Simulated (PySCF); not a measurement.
# CH₄B₃Cl₂F: electronic excitations at several levels of theory, part 2 of 2

PySCF 2.14.0. Atoms count from 0.

## 9. Excited states and response: CAM-B3LYP/def2-SVPD

What the job is given:

```
{"job": {"kind": "uv", "xc": "CAM-B3LYP", "basis": "def2-SVPD", "ip": true}, "charge": 0, "multiplicity": 1}
F      1.708422    -1.308944    -1.514806
B      1.857926    -0.597697    -0.402965
B      0.731894     0.581914     0.052398
C     -0.562394     0.273114     0.884548
B     -1.639763    -0.019502    -0.210348
Cl    -2.484593     1.289511    -1.013225
Cl    -1.991731    -1.659951    -0.716187
H      2.857016    -0.844925     0.251086
H      0.911974     1.730681    -0.296378
H     -0.883025     1.158129     1.455361
H     -0.460244    -0.618726     1.519981
```

Level: TDDFT CAM-B3LYP/def2-SVPD, vertical, gas phase, core orbitals frozen in the response.

The log of the run:

```text
coarse grid: 11160 points
cycle   1  E = -1134.7119753941  dE =  7.221e-01  |g| = 5.589e-01  |ddm| = 4.257e+00
cycle   2  E = -1134.7042572018  dE =  7.718e-03  |g| = 6.798e-01  |ddm| = 1.526e+00
cycle   3  E = -1134.7890207082  dE = -8.476e-02  |g| = 6.682e-02  |ddm| = 6.733e-01
cycle   4  E = -1134.7897820551  dE = -7.613e-04  |g| = 3.194e-02  |ddm| = 1.291e-01
cycle   5  E = -1134.7900191830  dE = -2.371e-04  |g| = 5.716e-03  |ddm| = 4.921e-02
cycle   6  E = -1134.7900281710  dE = -8.988e-06  |g| = 1.752e-03  |ddm| = 1.189e-02
final grid: 101416 points
cycle   7  E = -1134.9162335352  dE = -3.041e-05  |g| = 2.712e-03  |ddm| = 5.136e-02
cycle   8  E = -1134.9162343042  dE = -7.689e-07  |g| = 2.085e-03  |ddm| = 7.986e-03
cycle   9  E = -1134.9162353973  dE = -1.093e-06  |g| = 2.627e-04  |ddm| = 2.911e-03
cycle  10  E = -1134.9162354119  dE = -1.469e-08  |g| = 1.110e-04  |ddm| = 4.953e-04
cycle  11  E = -1134.9162354143  dE = -2.363e-09  |g| = 3.998e-05  |ddm| = 1.406e-04
cycle  12  E = -1134.9162354146  dE = -3.301e-10  |g| = 7.454e-06  |ddm| = 4.443e-05
converged SCF energy = -1134.9162354146

Static polarisability (au): isotropic 79.285, principal 66.339 82.476 89.039

Singlet excitations
state   eV       nm        f      main configurations
  1   4.4174    280.7   0.00243   H->L 0.91
  2   5.2466    236.3   0.00173   H->L+1 0.86
  3   5.5874    221.9   0.02486   H-2->L 0.70, H-1->L 0.14, H-4->L 0.08
  4   5.7690    214.9   0.00072   H-1->L 0.72, H-2->L 0.15, H-1->L+2 0.09
  5   6.1934    200.2   0.00187   H-4->L 0.67, H-2->L+2 0.09
  6   6.7139    184.7   0.09465   H-3->L 0.80
  7   6.9266    179.0   0.01419   H->L+2 0.77
  8   7.4321    166.8   0.02486   H-2->L+1 0.40, H-2->L+2 0.27, H-4->L 0.09
  9   7.5284    164.7   0.08880   H-5->L 0.70
 10   7.6928    161.2   0.02492   H-1->L+1 0.40, H-1->L+2 0.25, H-5->L 0.09

Triplet excitations (Tamm-Dancoff, eV): 3.7763 4.5790 4.9971 5.6226
Vertical ionisation energy (delta-SCF) = 10.5949 eV
Vertical electron affinity (delta-SCF) = 0.7398 eV
```

Run time: 3.2 min. Hardware: 1 thread of Arm Neoverse V2, shared host; peak memory 1 GiB.

In short: HOMO -9.64 eV, LUMO -1.37 eV; lowest singlet 4.42 eV.

## 10. Excited states and response: wB97X-D/def2-SVPD

Same as in step 9 but for these lines:

```diff
@@ -1,2 +1,2 @@
-{"job": {"kind": "uv", "xc": "CAM-B3LYP", "basis": "def2-SVPD", "ip": true}, "charge": 0, "multiplicity": 1}
+{"job": {"kind": "uv", "xc": "wB97X-D", "basis": "def2-SVPD", "ip": true}, "charge": 0, "multiplicity": 1}
 F      1.708422    -1.308944    -1.514806
```

With the program's defaults for keys left out, this is: TDDFT wB97X-D/def2-SVPD, vertical, gas phase, core orbitals frozen in the response.

The log of the run:

```text
coarse grid: 11160 points
cycle   1  E = -1134.7115406922  dE =  7.669e-01  |g| = 5.702e-01  |ddm| = 4.013e+00
cycle   2  E = -1134.7236216734  dE = -1.208e-02  |g| = 6.261e-01  |ddm| = 1.436e+00
cycle   3  E = -1134.7955657895  dE = -7.194e-02  |g| = 6.096e-02  |ddm| = 6.043e-01
cycle   4  E = -1134.7963226103  dE = -7.568e-04  |g| = 2.936e-02  |ddm| = 1.372e-01
cycle   5  E = -1134.7965465570  dE = -2.239e-04  |g| = 6.082e-03  |ddm| = 5.371e-02
cycle   6  E = -1134.7965575950  dE = -1.104e-05  |g| = 1.697e-03  |ddm| = 1.466e-02
cycle   7  E = -1134.7965587650  dE = -1.170e-06  |g| = 6.087e-04  |ddm| = 4.596e-03
final grid: 101416 points
cycle   8  E = -1134.9264732813  dE = -9.683e-05  |g| = 6.824e-03  |ddm| = 1.418e-01
cycle   9  E = -1134.9264768220  dE = -3.541e-06  |g| = 6.173e-03  |ddm| = 2.325e-02
cycle  10  E = -1134.9264848806  dE = -8.059e-06  |g| = 7.641e-04  |ddm| = 6.786e-03
cycle  11  E = -1134.9264850301  dE = -1.494e-07  |g| = 3.912e-04  |ddm| = 1.931e-03
cycle  12  E = -1134.9264850685  dE = -3.849e-08  |g| = 1.000e-04  |ddm| = 6.564e-04
cycle  13  E = -1134.9264850725  dE = -3.981e-09  |g| = 2.818e-05  |ddm| = 1.843e-04
cycle  14  E = -1134.9264850734  dE = -9.140e-10  |g| = 1.266e-05  |ddm| = 1.224e-04
converged SCF energy = -1134.9264850734

Static polarisability (au): isotropic 78.921, principal 66.106 82.080 88.579

Singlet excitations
state   eV       nm        f      main configurations
  1   4.4969    275.7   0.00243   H->L 0.90
  2   5.3738    230.7   0.00196   H->L+1 0.86
  3   5.6459    219.6   0.02622   H-2->L 0.69, H-1->L 0.16
  4   5.8147    213.2   0.00075   H-1->L 0.71, H-2->L 0.17, H-1->L+2 0.08
  5   6.2502    198.4   0.00196   H-4->L 0.69
  6   6.7813    182.8   0.09800   H-3->L 0.79
  7   6.9825    177.6   0.01592   H->L+2 0.75
  8   7.5177    164.9   0.02541   H-2->L+1 0.37, H-2->L+2 0.26, H-4->L 0.09
  9   7.5774    163.6   0.09720   H-5->L 0.79
 10   7.8481    158.0   0.02134   H-1->L+1 0.42, H-1->L+2 0.24, H-2->L+2 0.09

Triplet excitations (Tamm-Dancoff, eV): 3.9100 4.7579 5.1005 5.6793
Vertical ionisation energy (delta-SCF) = 10.5162 eV
Vertical electron affinity (delta-SCF) = 0.6675 eV
```

It took 2.6 min on 1 thread of Arm Neoverse V2, shared host; peak memory 0.93 GiB.

In short: HOMO -10.11 eV, LUMO -0.63 eV; lowest singlet 4.50 eV.

## 11. Excited states and response: LC-wPBE/def2-SVPD

Same as in step 10 but for these lines:

```diff
@@ -1,2 +1,2 @@
-{"job": {"kind": "uv", "xc": "wB97X-D", "basis": "def2-SVPD", "ip": true}, "charge": 0, "multiplicity": 1}
+{"job": {"kind": "uv", "xc": "LC-wPBE", "basis": "def2-SVPD", "ip": true}, "charge": 0, "multiplicity": 1}
 F      1.708422    -1.308944    -1.514806
```

Method: TDDFT LC-wPBE/def2-SVPD, vertical, gas phase, core orbitals frozen in the response.

The log of the run:

```text
coarse grid: 11160 points
cycle   1  E = -1134.3224517194  dE =  8.811e-01  |g| = 5.977e-01  |ddm| = 3.989e+00
cycle   2  E = -1134.3587882389  dE = -3.634e-02  |g| = 5.892e-01  |ddm| = 1.420e+00
cycle   3  E = -1134.4222477474  dE = -6.346e-02  |g| = 6.909e-02  |ddm| = 5.734e-01
cycle   4  E = -1134.4233747205  dE = -1.127e-03  |g| = 3.412e-02  |ddm| = 1.646e-01
cycle   5  E = -1134.4236944412  dE = -3.197e-04  |g| = 6.672e-03  |ddm| = 6.269e-02
cycle   6  E = -1134.4237104461  dE = -1.600e-05  |g| = 1.719e-03  |ddm| = 1.798e-02
cycle   7  E = -1134.4237120130  dE = -1.567e-06  |g| = 7.246e-04  |ddm| = 5.744e-03
final grid: 101416 points
cycle   8  E = -1134.5929275967  dE = -3.312e-05  |g| = 6.658e-03  |ddm| = 4.512e-02
cycle   9  E = -1134.5929265570  dE =  1.040e-06  |g| = 7.032e-03  |ddm| = 1.084e-02
cycle  10  E = -1134.5929353035  dE = -8.746e-06  |g| = 4.455e-04  |ddm| = 4.978e-03
cycle  11  E = -1134.5929353626  dE = -5.911e-08  |g| = 2.155e-04  |ddm| = 8.568e-04
cycle  12  E = -1134.5929353821  dE = -1.956e-08  |g| = 4.922e-05  |ddm| = 4.114e-04
cycle  13  E = -1134.5929353847  dE = -2.539e-09  |g| = 2.218e-05  |ddm| = 1.477e-04
cycle  14  E = -1134.5929353852  dE = -5.684e-10  |g| = 8.277e-06  |ddm| = 6.798e-05
converged SCF energy = -1134.5929353852

Static polarisability (au): isotropic 77.169, principal 64.945 80.332 86.229

Singlet excitations
state   eV       nm        f      main configurations
  1   4.5762    270.9   0.00244   H->L 0.84
  2   5.3389    232.2   0.00175   H->L+1 0.72, H->L+2 0.12
  3   5.7888    214.2   0.02228   H-2->L 0.46, H-1->L 0.28, H-4->L 0.13
  4   6.1892    200.3   0.00047   H-1->L 0.47, H-2->L 0.31, H-1->L+2 0.08
  5   6.4058    193.5   0.00211   H-4->L 0.57
  6   7.1751    172.8   0.11992   H-3->L 0.73, H-3->L+2 0.10
  7   7.5511    164.2   0.03634   H->L+2 0.49, H-5->L 0.14
  8   7.9402    156.1   0.02787   H-6->L 0.17, H-2->L+2 0.16, H-2->L+1 0.16
  9   8.0838    153.4   0.10727   H-5->L 0.60
 10   8.4027    147.6   0.02875   H-7->L 0.32, H-6->L 0.17, H-1->L+1 0.10

Triplet excitations (Tamm-Dancoff, eV): 3.7838 4.5546 5.0655 5.9191
Vertical ionisation energy (delta-SCF) = 10.7159 eV
Vertical electron affinity (delta-SCF) = 0.7857 eV
```

Wall time 3.8 min (1 thread of Arm Neoverse V2, shared host); peak memory 0.93 GiB.

Key values: HOMO -10.97 eV, LUMO -0.25 eV; lowest singlet 4.58 eV.

## 12. Excited states and response: PBE0/6-31G*

Same as in step 11 but for these lines:

```diff
@@ -1,2 +1,2 @@
-{"job": {"kind": "uv", "xc": "LC-wPBE", "basis": "def2-SVPD", "ip": true}, "charge": 0, "multiplicity": 1}
+{"job": {"kind": "uv", "xc": "PBE0", "basis": "6-31G*"}, "charge": 0, "multiplicity": 1}
 F      1.708422    -1.308944    -1.514806
```

Method: TDDFT PBE0/6-31G*, vertical, gas phase, core orbitals frozen in the response.

The log of the run:

```text
coarse grid: 11160 points
cycle   1  E = -1134.7945130696  dE =  6.317e-01  |g| = 5.561e-01  |ddm| = 3.173e+00
cycle   2  E = -1134.7461365136  dE =  4.838e-02  |g| = 7.847e-01  |ddm| = 1.095e+00
cycle   3  E = -1134.8599903257  dE = -1.139e-01  |g| = 8.339e-02  |ddm| = 6.473e-01
cycle   4  E = -1134.8613605563  dE = -1.370e-03  |g| = 2.402e-02  |ddm| = 8.682e-02
cycle   5  E = -1134.8614905440  dE = -1.300e-04  |g| = 6.317e-03  |ddm| = 2.723e-02
cycle   6  E = -1134.8615020874  dE = -1.154e-05  |g| = 9.666e-04  |ddm| = 9.379e-03
cycle   7  E = -1134.8615023132  dE = -2.258e-07  |g| = 4.567e-04  |ddm| = 1.751e-03
final grid: 101416 points
cycle   8  E = -1134.8184095373  dE = -2.163e-05  |g| = 5.840e-03  |ddm| = 1.823e-02
cycle   9  E = -1134.8184048445  dE =  4.693e-06  |g| = 7.220e-03  |ddm| = 1.412e-02
cycle  10  E = -1134.8184191291  dE = -1.428e-05  |g| = 6.511e-04  |ddm| = 8.375e-03
cycle  11  E = -1134.8184192500  dE = -1.209e-07  |g| = 1.386e-04  |ddm| = 1.015e-03
cycle  12  E = -1134.8184192551  dE = -5.136e-09  |g| = 4.332e-05  |ddm| = 1.965e-04
cycle  13  E = -1134.8184192557  dE = -5.537e-10  |g| = 7.832e-06  |ddm| = 5.690e-05
converged SCF energy = -1134.8184192557

Static polarisability (au): isotropic 64.603, principal 48.711 68.234 76.864

Singlet excitations
state   eV       nm        f      main configurations
  1   4.1303    300.2   0.00189   H->L 0.97
  2   5.3494    231.8   0.00121   H->L+1 0.87
  3   5.4218    228.7   0.02894   H-1->L 0.71, H-2->L 0.17
  4   5.4509    227.5   0.01057   H-2->L 0.75, H-1->L 0.21
  5   6.0258    205.8   0.00439   H-4->L 0.78, H-3->L 0.14
  6   6.3231    196.1   0.01460   H->L+2 0.93
  7   6.3667    194.7   0.06846   H-3->L 0.84, H-4->L 0.13
  8   7.1338    173.8   0.07699   H-5->L 0.91
  9   7.1857    172.5   0.01918   H-2->L+1 0.39, H-1->L+1 0.27, H-2->L+2 0.17
 10   7.3616    168.4   0.00167   H-1->L+1 0.45, H-2->L+1 0.22, H-1->L+2 0.15

Triplet excitations (Tamm-Dancoff, eV): 3.4745 4.5979 4.7904 5.3088
```

Wall time 9.9 s (1 thread of Arm Neoverse V2, shared host); peak memory 0.61 GiB.

In short: HOMO -7.89 eV, LUMO -2.27 eV; lowest singlet 4.13 eV.

## 13. Run by run: electronic excitations

Excitations and ground-state properties, with basis size and wall time:

```csv
run,lowest singlet (eV),brightest (eV),f,gap (eV),α (Å³),μ (D),functions,time
HF/def2-SVPD,5.36,9.24,0.133,12.77,10.73,2.41,189,26 s
LDA/def2-SVPD,3.29,5.89,0.072,3.09,12.76,1.90,189,1.8 min
PBE/def2-SVPD,3.47,6.04,0.067,3.30,12.60,1.86,189,2.3 min
B3LYP/def2-SVPD,4.13,6.89,0.080,5.31,12.03,2.01,189,1.9 min
PBE0/def2-SVPD,4.15,7.06,0.068,5.65,11.90,2.04,189,2.2 min
BHandHLYP/def2-SVPD,4.71,7.07,0.095,8.13,11.38,2.20,189,2.6 min
CAM-B3LYP/def2-SVPD,4.42,6.71,0.095,8.27,11.75,2.09,189,3.2 min
wB97X-D/def2-SVPD,4.50,6.78,0.098,9.48,11.69,2.10,189,2.6 min
LC-wPBE/def2-SVPD,4.58,7.18,0.120,10.72,11.44,2.12,189,3.8 min
PBE0/6-31G*,4.13,7.13,0.077,5.62,9.57,1.89,114,9.9 s
```

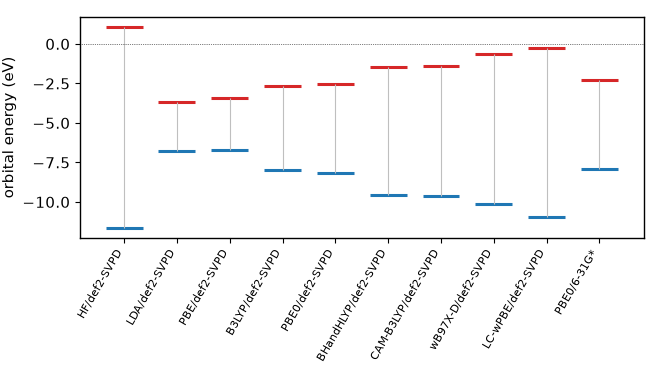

HOMO (blue) and LUMO (red) run by run.

## 14. Outcome

This closing draws on all 2 parts.

```
                                quantity                        value
                             point group                           C1
    rotational constants (main isotopes)         2.18, 1.04, 0.85 GHz
           lowest singlet (HF/def2-SVPD)  5.36 eV (231 nm), f = 0.003
brightest single state of those computed  state 8, 9.24 eV, f = 0.133
                          lowest triplet                      4.36 eV
       vertical ionisation energy (ΔSCF)                     10.29 eV
             range of the lowest singlet              3.29 to 5.36 eV
```

**Reading.** Single values in the summary come from the first sound run of each kind (HF/def2-SVPD), which need not be the best level. The start of the PBE0/def2-SVP relaxation was shaken at random by about 0.01 Å, so part of the energy gained, and of the first lengths quoted, undoes that. The optimisation took 5 steps and gained 0.136 eV; among the close pairs (by a distance rule), C3–B4 changed most, from 1.620 to 1.564 Å. The lowest singlet, at 5.36 eV, is HOMO→LUMO 0.77 and is weak; of the 10 states computed, the strongest absorption comes from state 8 at 9.24 eV. The lowest triplet lies 1.00 eV below the lowest singlet (triplets in Tamm-Dancoff, singlets in full TDDFT). ΔSCF puts the ionisation energy at 10.29 eV, 1.38 eV below −ε(HOMO). The lowest singlet runs from 3.29 eV (LDA/def2-SVPD) to 5.36 eV (HF/def2-SVPD), while the orbital gap spans 3.09 to 12.77 eV. The lowest state need not be the same one in every run. The runs solved for a few states only, so the brightest column depends on that window.
